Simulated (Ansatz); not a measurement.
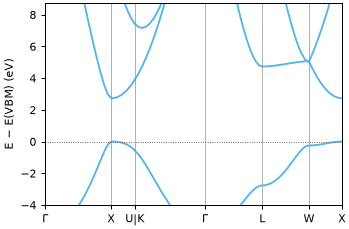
Figure: Band structure from PBEsol in the plane-wave PAW code Ansatz

### Question
Read off the gap and where the band edges lie.

### Answer
About 2.7 eV (2.73 eV by a search for the band edges); maximum at X, minimum at X.

The material is LiH (rock salt, space group No. 225).

Space group Fm-3m (rock salt). The cell was relaxed with PBEsol under the symmetry of its start.

Potentials: the later of the program's two PAW sets.
